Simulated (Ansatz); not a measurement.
**CH₃ClGe (SMILES [CH3][Ge][Cl]) (triplet): density, localisation and related maps**

Input

```
crystal:
  periodic: [false, false, false]
  atoms:
    - {symbol: C, position_ang: [-0.072211, -0.741384, -0.213157]}
    - {symbol: Cl, position_ang: [1.358617, 2.369895, 0.542699]}
    - {symbol: Ge, position_ang: [-0.109254, 0.828119, 1.016709]}
    - {symbol: H, position_ang: [0.924909, -1.197944, -0.152548]}
    - {symbol: H, position_ang: [-0.290054, -0.384648, -1.228825]}
    - {symbol: H, position_ang: [-0.842198, -1.448549, 0.121893]}
basis:
  gaussian: {orbitals: def2-TZVPD}
magnetization: {spin_polarized: true, initial_magnetization: 2}
hamiltonian: {xc: {name: PBE0}}
output: {forces: true, orbitals: {seedname: orbitals}}
```

Launched as:

```sh
ansatz run input.yaml --threads 2 --pin off --max-ram 4350MiB --events-out events.jsonl --progress --plain --runs-dir runs
```

Geometry: PBE0-D3(BJ)/def2-SVP.

The calculation used isolated molecule in a Gaussian basis; Kohn-Sham density functional theory, functional PBE0 in Ansatz 0.2.0.

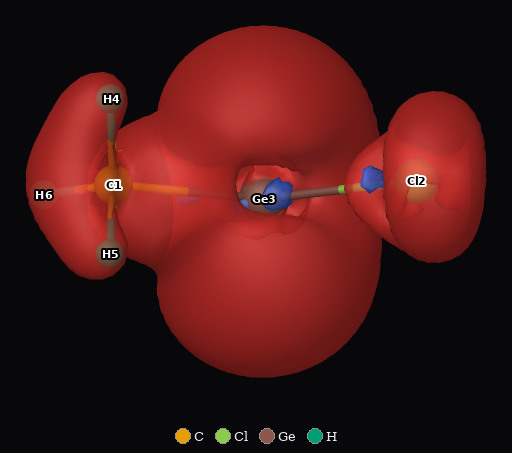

Figure 1. Isosurfaces of the spin density at +0.02 (red) and −0.02 e/Å³ (blue), seen from one side.

Question: Where is the unpaired spin?

Answer: The unpaired spin (2 electrons) lies mostly on Ge3 (about 1.5), C1 (about 0.2) and Cl2 (about 0.2), in electrons by Hirshfeld's partition.

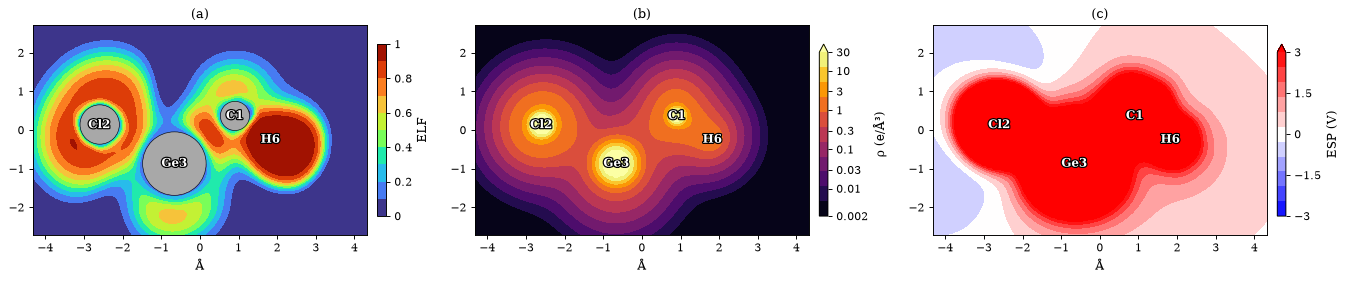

Figure 2. (a) ELF; (b) electron density; (c) electrostatic potential on the plane of atoms Ge3, C1 and H6. Grey discs cover the atomic cores in the ELF map.

Question: What does the map show?

Answer: The section cuts through C, Cl, Ge and H sites.
C–Ge (1.99 Å): the density is about 0.77 e/Å³ at the midpoint; the ELF peaks at about 0.90 in the valence shell of C, 0.7 Å from its nucleus, and is about 0.65 at the midpoint.
Ge–Cl (2.18 Å): ρ at the midpoint is about 0.72 e/Å³; the ELF peaks at about 0.80 in the valence shell of Cl, 0.8 Å from its nucleus, and is about 0.65 at the midpoint.
C–H (1.10 Å): ρ at the midpoint is about 2 e/Å³; the ELF climbs to about 1 towards the hydrogen, as it does in any bond to H: an ordinary covalent bond to hydrogen.
The ELF also peaks beside Cl2, away from the bonds: non-bonding electrons, paired or unpaired.
Outside the dense part of the molecule the potential is most negative (−0.6 V) near Cl2.

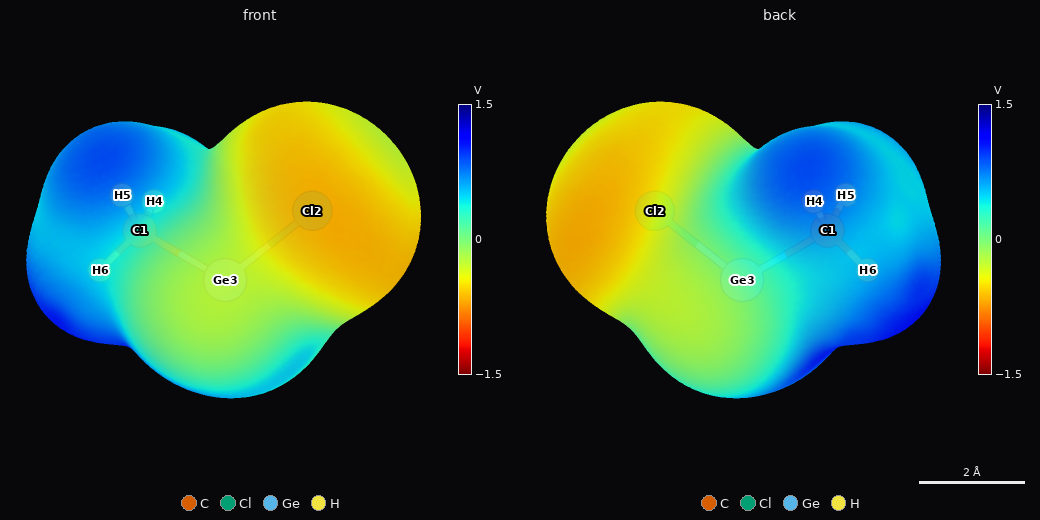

Figure 3. The electrostatic potential painted on the density surface at 0.001 e/bohr³, seen from the front and from behind; red is negative and blue positive.

Question: Which sites attract a positive test charge, and which a negative one?

Answer: A positive charge is drawn to the negative regions and a negative charge to the positive ones. The most negative region (about −0.7 V) lies over Cl2, the most positive (about +1.1 V) over Ge3 and H6.
